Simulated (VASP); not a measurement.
Band structure of MoP (relaxed from the NiAs type structure, space group P6_3/mmc). All values below come from PBEsol GGA, VASP's PBE PAW potentials (set 64) (plane waves; VASP).

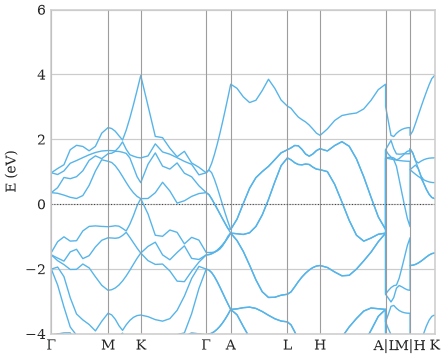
Figure: Bands along high-symmetry lines, zero at the valence-band maximum or, without a gap, the Fermi level

Read the plot: is there a gap, and where are the band edges?

It has no gap at this level: it comes out as a metal or semimetal. (Edges off the drawn lines would not show.)

The structure was generated: MoP was put into the NiAs type type (P6_3/mmc), which need not be its known phase. It was relaxed first, which changed the volume by -35 %.
